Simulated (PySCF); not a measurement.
Geometry relaxation of C2H6O2Si

System: C2H6O2Si, SMILES CC(=O)O[SiH3].
Method: PBE0-D3(BJ)/def2-SVP geometry optimisation, gas phase (PySCF 2.14.0).

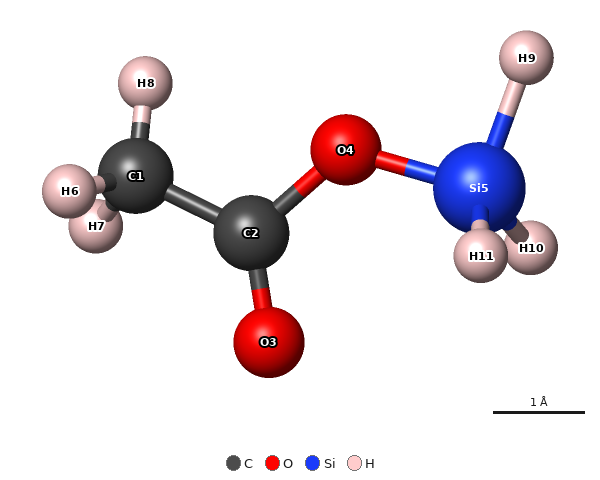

The structure as given in the input (ball-and-stick view, seen at a tilt; atoms are numbered from 1 in the order of the input). Bond lengths as drawn: C–C 1.45 Å, C–H 1.06 to 1.16 Å, C–O 1.22 to 1.41 Å, H–Si 1.41 to 1.53 Å and O–Si 1.57 Å.

## Key numbers

```tsv
quantity	value
outcome	converged
total energy	−519.174339 hartree
dipole moment	1.62 D
point group	Cs
hardware	1 CPU thread, shared host
wall time	62 s
peak memory	0.42 GiB
```

## Input
```
{"job": {"xc": "PBE0", "basis": "def2-SVP", "d3": "d3bj", "grid": 1, "shake": 0.03, "kind": "geom"}, "charge": 0, "multiplicity": 1}
C     -1.846650     0.011100     0.535760
C     -0.599230     0.075270    -0.195880
O     -0.499410     0.267570    -1.394130
O      0.543060    -0.136650     0.608340
Si     2.012270    -0.153210     0.054820
H     -2.445880    -0.820470     0.277380
H     -2.482570     0.913860     0.169430
H     -1.713970     0.166290     1.581890
H      2.653990    -0.390440     1.424060
H      2.310140     1.181710    -0.420210
H      2.177160    -1.195190    -0.877580
```

The first line tells a small driver script what to run in PySCF; the rest is the geometry in Å.

Launch command:
```bash
OMP_NUM_THREADS=1 python <driver script> task.json out
```

## Log
```
step   0  E = -519.14222905  max force = 0.133703
step   1  E = -519.16916883  max force = 0.035551
step   2  E = -519.16802483  max force = 0.028408
step   3  E = -519.17265712  max force = 0.010728
step   4  E = -519.17328868  max force = 0.004457
step   5  E = -519.17344363  max force = 0.002180
step   6  E = -519.17350903  max force = 0.000692
step   7  E = -519.17352747  max force = 0.000460
step   8  E = -519.17354338  max force = 0.000815
step   9  E = -519.17359589  max force = 0.001712
step  10  E = -519.17375016  max force = 0.004375
step  11  E = -519.17389822  max force = 0.003950
step  12  E = -519.17418018  max force = 0.002400
step  13  E = -519.17412648  max force = 0.003594
step  14  E = -519.17431410  max force = 0.000568
step  15  E = -519.17433899  max force = 0.000182
step  16  E = -519.17433888  max force = 0.000042
optimisation converged
```

## Trajectory as extended XYZ (Å, eV, eV/Å), 17 frames, from step=0 to step=16
```
11
Properties=species:S:1:pos:R:3:forces:R:3 step=0 energy=-14126.57959
C    -1.8466    0.0111    0.5358   -1.6261   3.3323  -0.4592
C    -0.5992    0.0753   -0.1959    2.7413  -0.2935  -1.3830
O    -0.4994    0.2676   -1.3941    0.1956  -0.2806   1.6752
O     0.5431   -0.1366    0.6083   -6.8753   0.3392   0.2350
Si    2.0123   -0.1532    0.0548    3.6832   0.6334   1.1452
H    -2.4459   -0.8205    0.2774   -0.6251  -1.5060  -0.1978
H    -2.4826    0.9139    0.1694    0.9375  -1.2988   0.4559
H    -1.7140    0.1663    1.5819    0.1181  -0.3268   1.1646
H     2.6540   -0.3904    1.4241    0.4130  -0.0315  -0.8634
H     2.3101    1.1817   -0.4202    0.5287   0.6713  -0.5378
H     2.1772   -1.1952   -0.8776    0.5090  -1.2390  -1.2348
11
Properties=species:S:1:pos:R:3:forces:R:3 step=1 energy=-14127.31266
C    -1.9270    0.0576    0.5336   -0.6306   0.5155  -0.3789
C    -0.6349    0.0816   -0.2035    1.8281  -0.2038   0.4971
O    -0.3991    0.2483   -1.3680   -0.9106   0.1002  -0.3835
O     0.4199   -0.1189    0.6339   -1.3076  -0.0661   0.7486
Si    2.0015   -0.1401    0.1122    1.1801   0.1368  -0.5654
H    -2.5014   -0.8409    0.2679    0.0886  -0.1276   0.0969
H    -2.5335    0.9073    0.1828   -0.0097  -0.0296  -0.0269
H    -1.7963    0.1492    1.6180    0.1080  -0.2114  -0.0727
H     2.8306   -0.3915    1.3263   -0.1658  -0.0627   0.0141
H     2.4131    1.1855   -0.4455   -0.1195  -0.0781  -0.0011
H     2.2360   -1.2183   -0.8939   -0.0608   0.0269   0.0719
11
Properties=species:S:1:pos:R:3:forces:R:3 step=2 energy=-14127.28153
C    -1.9558    0.0817    0.5087    0.3224  -0.6213   1.1360
C    -0.5907    0.0912   -0.1155   -1.2899   0.1300   0.0311
O    -0.5432    0.2692   -1.2996    1.4608  -0.0266  -0.5371
O     0.4532   -0.1108    0.7107   -0.4498   0.0832  -0.3648
Si    2.0484   -0.1386    0.1187    0.5109  -0.0245  -0.7564
H    -2.4739   -0.8519    0.2105    0.1753   0.1989   0.1154
H    -2.5431    0.9118    0.1212   -0.0672   0.2697  -0.1436
H    -1.8882    0.1294    1.6058   -0.2184  -0.0386  -0.0453
H     2.9214   -0.3995    1.2836   -0.0937  -0.0406   0.2248
H     2.4422    1.1764   -0.4870   -0.1954  -0.1455   0.1026
H     2.2386   -1.2390   -0.8932   -0.1551   0.2153   0.2373
11
Properties=species:S:1:pos:R:3:forces:R:3 step=3 energy=-14127.40758
C    -1.9408    0.0774    0.5210    0.1166  -0.2032   0.2110
C    -0.5975    0.0972   -0.1514   -0.2931   0.0560   0.0222
O    -0.4509    0.2681   -1.3327    0.3026  -0.0136  -0.0428
O     0.4286   -0.1062    0.6899   -0.2501  -0.0072   0.1023
Si    2.0262   -0.1370    0.1104    0.4254  -0.0077  -0.5516
H    -2.4596   -0.8550    0.2386    0.0593   0.0807   0.0422
H    -2.5455    0.9106    0.1494   -0.0447   0.0904  -0.0617
H    -1.8461    0.1230    1.6139   -0.0499  -0.0094  -0.0607
H     2.8674   -0.3995    1.3020   -0.0661  -0.0245   0.1348
H     2.4131    1.1776   -0.4867   -0.1127  -0.0785   0.0623
H     2.2139   -1.2362   -0.8905   -0.0871   0.1168   0.1420
11
Properties=species:S:1:pos:R:3:forces:R:3 step=4 energy=-14127.42477
C    -1.9335    0.0754    0.5225    0.0324  -0.0083  -0.0207
C    -0.5855    0.1048   -0.1382   -0.0059  -0.0308   0.0961
O    -0.4002    0.2763   -1.3147    0.0088   0.0424  -0.1536
O     0.4313   -0.1039    0.7085   -0.1964  -0.0316   0.2292
Si    2.0222   -0.1371    0.0943    0.2039   0.0013  -0.2163
H    -2.4398   -0.8598    0.2367    0.0083   0.0132   0.0060
H    -2.5413    0.9065    0.1404    0.0009  -0.0135  -0.0013
H    -1.8531    0.1199    1.6145   -0.0043   0.0156  -0.0052
H     2.8525   -0.3998    1.2992   -0.0231   0.0012   0.0094
H     2.3786    1.1777   -0.5048   -0.0114  -0.0069   0.0188
H     2.1777   -1.2400   -0.8945   -0.0132   0.0175   0.0376
11
Properties=species:S:1:pos:R:3:forces:R:3 step=5 energy=-14127.42899
C    -1.9293    0.0753    0.5222    0.0155   0.0060  -0.0622
C    -0.5757    0.1043   -0.1255    0.0258   0.0006   0.0446
O    -0.3748    0.2811   -1.3010   -0.0359   0.0146  -0.0209
O     0.4315   -0.1090    0.7300   -0.1035  -0.0292   0.1121
Si    2.0181   -0.1366    0.0849    0.0636   0.0066  -0.0629
H    -2.4289   -0.8625    0.2357   -0.0115  -0.0083  -0.0010
H    -2.5349    0.9026    0.1288   -0.0086  -0.0112  -0.0003
H    -1.8620    0.1244    1.6145    0.0123   0.0196   0.0026
H     2.8522   -0.4003    1.2869    0.0147   0.0053  -0.0082
H     2.3566    1.1810   -0.5126    0.0176   0.0130   0.0030
H     2.1562   -1.2404   -0.9001    0.0101  -0.0171  -0.0069
11
Properties=species:S:1:pos:R:3:forces:R:3 step=6 energy=-14127.43077
C    -1.9290    0.0760    0.5206    0.0052   0.0215  -0.0356
C    -0.5686    0.1032   -0.1103    0.0128  -0.0203  -0.0007
O    -0.3572    0.2812   -1.2851   -0.0249   0.0201   0.0144
O     0.4318   -0.1165    0.7506   -0.0273  -0.0084   0.0211
Si    2.0145   -0.1364    0.0784   -0.0096  -0.0002   0.0159
H    -2.4228   -0.8661    0.2383   -0.0031  -0.0122   0.0027
H    -2.5333    0.8969    0.1119    0.0017  -0.0144   0.0018
H    -1.8741    0.1369    1.6130    0.0058   0.0144   0.0071
H     2.8630   -0.4045    1.2698    0.0127   0.0059  -0.0123
H     2.3431    1.1862   -0.5129    0.0149   0.0114  -0.0007
H     2.1415   -1.2372   -0.9104    0.0118  -0.0179  -0.0138
11
Properties=species:S:1:pos:R:3:forces:R:3 step=7 energy=-14127.43127
C    -1.9295    0.0762    0.5201   -0.0035   0.0043  -0.0061
C    -0.5675    0.1018   -0.1057    0.0005   0.0140  -0.0095
O    -0.3540    0.2860   -1.2793   -0.0029   0.0048   0.0164
O     0.4307   -0.1215    0.7567    0.0155  -0.0156  -0.0218
Si    2.0128   -0.1372    0.0764   -0.0192   0.0011   0.0236
H    -2.4205   -0.8694    0.2435    0.0007  -0.0085   0.0102
H    -2.5344    0.8923    0.1035   -0.0006  -0.0057  -0.0057
H    -1.8779    0.1463    1.6123    0.0007   0.0066   0.0021
H     2.8687   -0.4062    1.2622    0.0040   0.0014  -0.0035
H     2.3402    1.1881   -0.5106    0.0034   0.0024  -0.0007
H     2.1404   -1.2365   -0.9152    0.0014  -0.0048  -0.0052
11
Properties=species:S:1:pos:R:3:forces:R:3 step=8 energy=-14127.43170
C    -1.9302    0.0768    0.5200   -0.0085   0.0054   0.0173
C    -0.5675    0.1032   -0.1031   -0.0090  -0.0060  -0.0176
O    -0.3533    0.2905   -1.2761    0.0142   0.0130   0.0128
O     0.4297   -0.1264    0.7589    0.0406  -0.0058  -0.0419
Si    2.0117   -0.1384    0.0751   -0.0209  -0.0040   0.0189
H    -2.4150   -0.8759    0.2562    0.0095  -0.0041   0.0143
H    -2.5394    0.8832    0.0919   -0.0039  -0.0008  -0.0096
H    -1.8801    0.1623    1.6114   -0.0040   0.0013  -0.0017
H     2.8726   -0.4133    1.2559   -0.0046  -0.0022   0.0048
H     2.3412    1.1907   -0.5035   -0.0082  -0.0048  -0.0014
H     2.1393   -1.2329   -0.9229   -0.0052   0.0079   0.0042
11
Properties=species:S:1:pos:R:3:forces:R:3 step=9 energy=-14127.43313
C    -1.9314    0.0785    0.5202   -0.0220  -0.0014   0.0569
C    -0.5677    0.1090   -0.0981   -0.0226  -0.0044  -0.0199
O    -0.3515    0.3159   -1.2673    0.0460   0.0138  -0.0067
O     0.4270   -0.1417    0.7612    0.0880  -0.0031  -0.0793
Si    2.0091   -0.1437    0.0709   -0.0224  -0.0044   0.0096
H    -2.3918   -0.8986    0.3040    0.0231   0.0056   0.0252
H    -2.5589    0.8483    0.0544   -0.0043   0.0044  -0.0174
H    -1.8851    0.2162    1.6071   -0.0118  -0.0106  -0.0086
H     2.8799   -0.4372    1.2399   -0.0245  -0.0121   0.0208
H     2.3431    1.1960   -0.4824   -0.0296  -0.0216  -0.0040
H     2.1361   -1.2229   -0.9461   -0.0201   0.0338   0.0233
11
Properties=species:S:1:pos:R:3:forces:R:3 step=10 energy=-14127.43733
C    -1.9340    0.0844    0.5214   -0.0609  -0.0848   0.1441
C    -0.5684    0.1359   -0.0837   -0.0800  -0.0898  -0.0430
O    -0.3437    0.4193   -1.2348    0.1432   0.0493  -0.0419
O     0.4155   -0.2025    0.7590    0.2250   0.0585  -0.1756
Si    1.9988   -0.1646    0.0542   -0.0272  -0.0078  -0.0129
H    -2.2824   -0.9628    0.5234    0.0638   0.0615   0.0485
H    -2.6293    0.6737   -0.0846   -0.0141   0.0503  -0.0307
H    -1.9156    0.4382    1.5611   -0.0265  -0.0273  -0.0160
H     2.8942   -0.5412    1.1798   -0.0756  -0.0460   0.0652
H     2.3535    1.2123   -0.3918   -0.0907  -0.0649  -0.0196
H     2.1204   -1.1729   -1.0400   -0.0571   0.1010   0.0818
11
Properties=species:S:1:pos:R:3:forces:R:3 step=11 energy=-14127.44136
C    -1.9338    0.0837    0.5213   -0.0619  -0.0957   0.1289
C    -0.5706    0.1391   -0.0886   -0.0528  -0.0456  -0.0233
O    -0.3439    0.4461   -1.2329    0.1227   0.0315  -0.0493
O     0.4128   -0.2152    0.7487    0.2031   0.0445  -0.1540
Si    1.9978   -0.1691    0.0522   -0.0195  -0.0065  -0.0171
H    -2.2546   -0.9702    0.5838    0.0536   0.0647   0.0398
H    -2.6449    0.6272   -0.1087   -0.0091   0.0407  -0.0262
H    -1.9182    0.4900    1.5420   -0.0227  -0.0239  -0.0154
H     2.8874   -0.5680    1.1751   -0.0746  -0.0433   0.0587
H     2.3565    1.2140   -0.3701   -0.0854  -0.0602  -0.0194
H     2.1204   -1.1580   -1.0590   -0.0534   0.0938   0.0772
11
Properties=species:S:1:pos:R:3:forces:R:3 step=12 energy=-14127.44903
C    -1.9267    0.0698    0.5244    0.0245  -0.0475   0.1021
C    -0.5797    0.1657   -0.1180    0.0801  -0.1234   0.0551
O    -0.3458    0.5871   -1.2229   -0.0519   0.0307  -0.0176
O     0.4020   -0.2776    0.6809    0.0214   0.0410   0.0094
Si    1.9935   -0.1939    0.0396    0.0343  -0.0064  -0.0215
H    -2.0528   -0.9214    0.9850   -0.0141   0.0136  -0.0870
H    -2.7121    0.2687   -0.2107   -0.0476   0.0338   0.0019
H    -1.9786    0.7974    1.3490   -0.0345   0.0518  -0.0493
H     2.8256   -0.7421    1.1435   -0.0098  -0.0025   0.0070
H     2.3714    1.2168   -0.2371   -0.0047   0.0022  -0.0037
H     2.1123   -1.0505   -1.1698    0.0024   0.0068   0.0036
11
Properties=species:S:1:pos:R:3:forces:R:3 step=13 energy=-14127.44757
C    -1.9261    0.0740    0.5232    0.0040   0.1785  -0.1091
C    -0.5765    0.1377   -0.1273    0.0451   0.1313   0.0489
O    -0.3566    0.4774   -1.2634   -0.0585  -0.0461   0.0043
O     0.4190   -0.2165    0.6969   -0.1848  -0.0678   0.0868
Si    2.0069   -0.1730    0.0585    0.0267  -0.0130   0.0037
H    -2.2011   -0.9745    0.6976   -0.0170  -0.0759   0.0165
H    -2.6718    0.5552   -0.1223    0.0297  -0.0844   0.0005
H    -1.8961    0.5756    1.5002    0.0276  -0.0331   0.0221
H     2.8204   -0.6322    1.2157    0.0432   0.0259  -0.0326
H     2.3628    1.2127   -0.3366    0.0459   0.0387   0.0093
H     2.1280   -1.1167   -1.0786    0.0381  -0.0542  -0.0503
11
Properties=species:S:1:pos:R:3:forces:R:3 step=14 energy=-14127.45267
C    -1.9300    0.0772    0.5226   -0.0062  -0.0088   0.0187
C    -0.5737    0.1525   -0.1061   -0.0219  -0.0021  -0.0178
O    -0.3463    0.5172   -1.2331    0.0292   0.0027  -0.0076
O     0.4120   -0.2406    0.7117    0.0251   0.0087  -0.0248
Si    1.9998   -0.1816    0.0477   -0.0088   0.0031   0.0046
H    -2.1580   -0.9697    0.7735    0.0092   0.0076   0.0159
H    -2.6851    0.4674   -0.1682    0.0092   0.0042  -0.0059
H    -1.9386    0.6464    1.4632    0.0018  -0.0115   0.0014
H     2.8460   -0.6590    1.1736   -0.0138  -0.0072   0.0073
H     2.3649    1.2152   -0.3088   -0.0136  -0.0121  -0.0053
H     2.1178   -1.1053   -1.1122   -0.0103   0.0153   0.0135
11
Properties=species:S:1:pos:R:3:forces:R:3 step=15 energy=-14127.45335
C    -1.9282    0.0756    0.5229    0.0006  -0.0015   0.0012
C    -0.5755    0.1545   -0.1131    0.0011  -0.0093   0.0029
O    -0.3472    0.5323   -1.2354   -0.0029   0.0012  -0.0003
O     0.4097   -0.2484    0.7007    0.0015   0.0045   0.0049
Si    1.9989   -0.1845    0.0474    0.0033  -0.0032  -0.0019
H    -2.1302   -0.9612    0.8296    0.0002   0.0012  -0.0036
H    -2.6937    0.4200   -0.1804   -0.0047   0.0019  -0.0006
H    -1.9428    0.6887    1.4357   -0.0008   0.0042  -0.0023
H     2.8340   -0.6841    1.1717    0.0002   0.0007   0.0008
H     2.3670    1.2158   -0.2888    0.0000   0.0007  -0.0010
H     2.1170   -1.0888   -1.1264    0.0016  -0.0004   0.0001
11
Properties=species:S:1:pos:R:3:forces:R:3 step=16 energy=-14127.45335
C    -1.9285    0.0762    0.5224    0.0004   0.0008  -0.0011
C    -0.5752    0.1537   -0.1128    0.0002  -0.0007   0.0000
O    -0.3470    0.5286   -1.2361   -0.0004  -0.0012  -0.0002
O     0.4101   -0.2465    0.7021   -0.0021   0.0015   0.0019
Si    1.9992   -0.1843    0.0481    0.0008  -0.0012  -0.0001
H    -2.1348   -0.9621    0.8211   -0.0002  -0.0002   0.0004
H    -2.6927    0.4281   -0.1789    0.0006  -0.0005  -0.0003
H    -1.9414    0.6832    1.4393    0.0001   0.0014  -0.0004
H     2.8346   -0.6808    1.1737   -0.0001   0.0009   0.0002
H     2.3669    1.2153   -0.2917    0.0002  -0.0001  -0.0009
H     2.1176   -1.0915   -1.1234    0.0006  -0.0006   0.0005
```

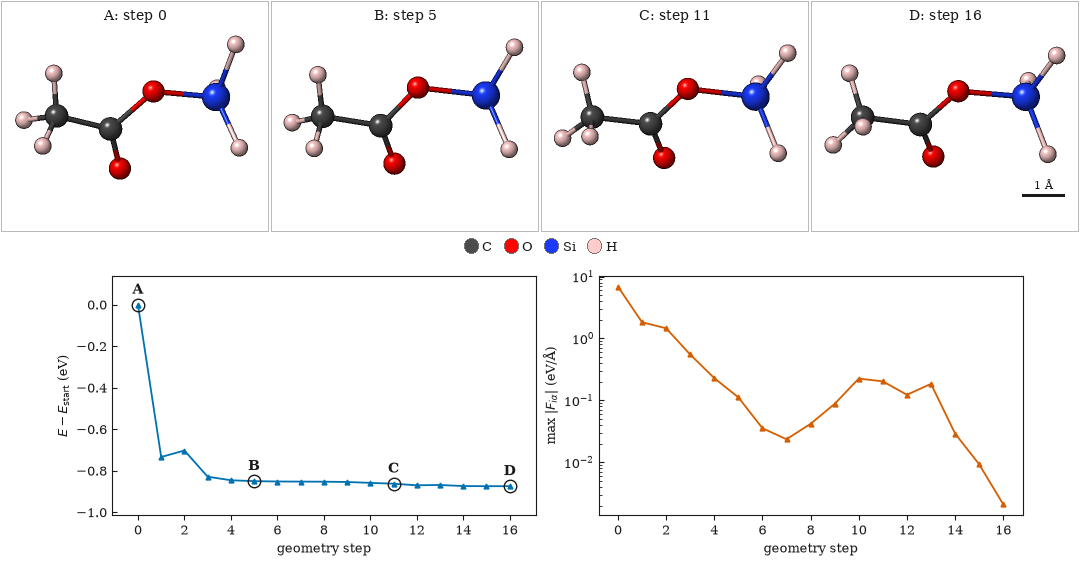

Frames of the relaxation (ball-and-stick view, seen at a tilt) above the curves, on which the letters mark them (steps are counted from 0).

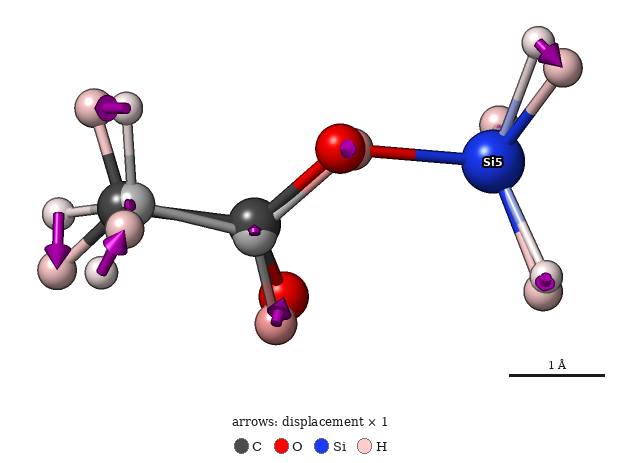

Start (faint) and end (solid) with the displacements as pink arrows, at true length (ball-and-stick view, seen at a tilt). The two geometries are laid on each other by the best rigid fit. After 16 geometry steps the energy has fallen by 0.874 eV. The largest force component goes from 6.9 to 0.0021 eV/Å. The largest move after the best rigid fit is that of H7, 0.65 Å. Largest moves by element: H 0.65 Å, O 0.35 Å, C 0.12 Å, Si 0.05 Å. Among the contacts that change: O4–Si5 1.570 → 1.720 Å, Si5–H11 1.408 → 1.486 Å, C2–O4 1.413 → 1.340 Å, C1–H7 1.163 → 1.095 Å. Among the angles that change: O4–Si5–H9 94.5° → 102.7°, H6–C1–H8 115.2° → 107.0°, C2–O4–Si5 123.9° → 115.9°. (Atoms are counted from 1 in the order of the input.)
